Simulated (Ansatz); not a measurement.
**GaCl2O (SMILES [O][Ga]([Cl])[Cl]): U-r2SCAN/aug-cc-pVDZ**

Aim: the electronic atomisation energy of GaCl2O at U-r2SCAN/aug-cc-pVDZ, from 4 runs. 

The results are computed with Ansatz 0.2.0.

47 further runs of the same task are left out: 5 that didn't finish, 42 set aside as unsound or not needed.

## (1) The system as given

GaCl2O: 4 atoms, total charge 0, spin state doublet. As SMILES, `[O][Ga]([Cl])[Cl]`. The shape is that of a PBE0-D4/def2-TZVP optimisation.

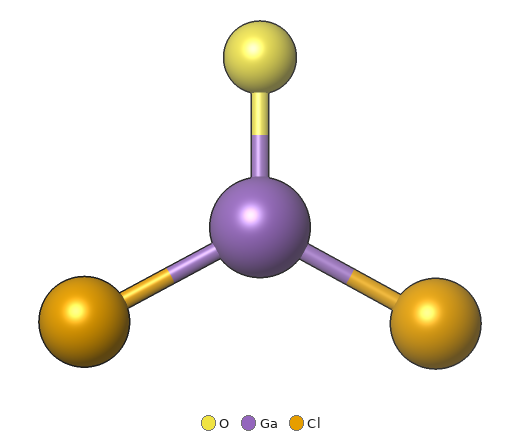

Viewed from a chosen angle; oxygen yellow, gallium purple, chlorine amber.

## (2) The energy at U-r2SCAN/aug-cc-pVDZ

molecule.yaml

```yaml
basis:
  gaussian:
    orbitals: aug-cc-pVDZ
crystal:
  periodic: [false, false, false]
  atoms:
    - {symbol: O, position_ang: [0.746300, 1.055700, 1.312100]}
    - {symbol: Ga, position_ang: [0.035800, 0.016900, 0.034200]}
    - {symbol: Cl, position_ang: [0.760400, -1.952900, -0.180900]}
    - {symbol: Cl, position_ang: [-1.486800, 0.819800, -1.185700]}
magnetization:
  spin_polarized: true
  initial_magnetization: 1
hamiltonian:
  xc: {name: r2SCAN}
accuracy: high
output: {orbitals: {seedname: orbitals}}
```

Launch:

```
ansatz run molecule.yaml --threads 1 --pin off --max-ram 3480MiB --events-out events.jsonl --progress --plain --runs-dir runs
```

What it wrote:

```text
Warning: RAYON_NUM_THREADS=1 ignored (pool sized by the plan → 1); use --threads N
Functional definition: r2SCAN
  name "r2SCAN"
  parameter k0 = 0.174
  parameter k1 = 0.065
  parameter a1 = 4.9479
  exchange = r2scan_x(k0 = k0, k1 = k1, a1 = a1)
  correlation = r2scan_c
2216 factors; integrals over basis functions are off by at most 3.7e-9 eV
mean field evaluation 1: about -79450.9573 eV, gradient 5.6e1 eV
mean field evaluation 2: about -79221.4126 eV, gradient 1.4e2 eV
mean field evaluation 4: about -79467.5834 eV, gradient 1.3e1 eV
mean field evaluation 8: about -79468.6184 eV, gradient 1.2e-1 eV
mean field evaluation 16: about -79468.6124 eV, gradient 1.5e-4 eV
mean field evaluation 32: about -79468.6124 eV, gradient 2.5e-7 eV
mean field -79468.61237135 eV, -2920.4176388868 hartree, gradient 4.8e-8 eV, S^2 0.756061; 2 other end points of the search recorded, 0 dependent functions left out
reference -79468.61238185 eV, -2920.4176392727 hartree; 37, 36 occupied and 76, 77 virtual orbitals, 2216 factors
Total energy: -79468.61238185 eV, -2920.4176392727 hartree
```

It took 95 s on 1 thread of Arm Neoverse V2, shared host; peak memory 0.58 GiB.

## (3) The Cl atom, same level

job.yaml

```yaml
crystal:
  periodic: [false, false, false]
  atoms:
    - symbol: Cl
      position_ang: [0.000000, 0.000000, 0.000000]
basis:
  gaussian:
    orbitals: aug-cc-pVDZ
accuracy: high
magnetization:
  spin_polarized: true
  initial_magnetization: 1
hamiltonian:
  xc: {name: r2SCAN}
```

Launch:

```
ansatz run job.yaml --threads 1 --pin off --max-ram 3480MiB --events-out events.jsonl --progress --plain --runs-dir runs
```

What it wrote, shortened:

```text
Warning: RAYON_NUM_THREADS=1 ignored (pool sized by the plan → 1); use --threads N
[... 7 set-up lines as earlier in the session ...]
231 factors; integrals over basis functions are off by at most 3.0e-9 eV
mean field evaluation 1: about -12520.1665 eV, gradient 3.5e0 eV
mean field evaluation 2: about -12520.2422 eV, gradient 1.4e0 eV
mean field evaluation 4: about -12520.2530 eV, gradient 1.7e-2 eV
mean field evaluation 8: about -12520.2547 eV, gradient 8.9e-4 eV
mean field evaluation 16: about -12520.0483 eV, gradient 5.2e0 eV
mean field evaluation 32: about -12520.2547 eV, gradient 2.1e-8 eV
mean field -12520.25473618 eV, -460.1108750211 hartree, gradient 4.5e-8 eV, S^2 0.753916; 6 other end points of the search recorded, 0 dependent functions left out
reference -12520.25474162 eV, -460.1108752212 hartree; 9, 8 occupied and 18, 19 virtual orbitals, 231 factors
Total energy: -12520.25474162 eV, -460.1108752212 hartree
```

Wall time 5.1 s (1 thread of Arm Neoverse V2, shared host); peak memory 0.12 GiB.

## (4) The Ga atom

molecule.yaml

```yaml
crystal:
  periodic: [false, false, false]
  atoms:
    - {symbol: Ga, position_ang: [0.000000, 0.000000, 0.000000]}
basis:
  gaussian: {orbitals: aug-cc-pVDZ}
magnetization: {spin_polarized: true, initial_magnetization: 1}
hamiltonian: {xc: r2scan}
accuracy: high
```

Run the same way, it converges to -1924.75759 Eh (log not shown).

## (5) The O atom, same level

in.yaml

```yaml
basis:
  gaussian: {orbitals: aug-cc-pVDZ}
crystal:
  periodic: [false, false, false]
  atoms:
    - {symbol: O, position_ang: [0.000000, 0.000000, 0.000000]}
magnetization: {spin_polarized: true, initial_magnetization: 2}
hamiltonian: {xc: {name: r2SCAN}}
accuracy: high
```

Launch:

```
ansatz run in.yaml --threads 1 --pin off --max-ram 3480MiB --events-out events.jsonl --progress --plain --runs-dir runs
```

What it wrote, shortened:

```text
Warning: RAYON_NUM_THREADS=1 ignored (pool sized by the plan → 1); use --threads N
[... 7 set-up lines as earlier in the session ...]
200 factors; integrals over basis functions are off by at most 2.1e-9 eV
mean field evaluation 1: about -2041.7184 eV, gradient 7.3e0 eV
mean field evaluation 2: about -2041.8042 eV, gradient 5.4e0 eV
mean field evaluation 4: about -2041.9205 eV, gradient 1.8e-2 eV
mean field evaluation 8: about -2041.9225 eV, gradient 1.2e-3 eV
mean field evaluation 16: about -2041.9225 eV, gradient 7.5e-9 eV
mean field -2041.92245551 eV, -75.0392661752 hartree, gradient 7.5e-9 eV, S^2 2.005338; 0 other end points of the search recorded, 0 dependent functions left out
reference -2041.92245982 eV, -75.0392663336 hartree; 5, 3 occupied and 18, 20 virtual orbitals, 200 factors
Total energy: -2041.92245982 eV, -75.0392663336 hartree
```

It took 1.2 s on 1 thread of Arm Neoverse V2, shared host; peak memory 0.098 GiB.

## (6) Summary of results

At U-r2SCAN/aug-cc-pVDZ:

```
                                    quantity           value
                      molecule: total energy  -2920.41764 Eh
molecule: HOMO energy (highest over α and β)        -8.20 eV
 molecule: LUMO energy (lowest over α and β)        -6.01 eV
                              molecule: ⟨S²⟩           0.756
                       Cl atom: total energy   -460.11088 Eh
                               Cl atom: ⟨S²⟩           0.754
                       Ga atom: total energy  -1924.75759 Eh
                               Ga atom: ⟨S²⟩           0.756
                        O atom: total energy    -75.03927 Eh
                                O atom: ⟨S²⟩           2.005
               electronic atomisation energy       10.858 eV
```

Taking the molecule apart into free atoms costs 10.86 eV (250 kcal/mol), before zero-point energy and without spin-orbit coupling.
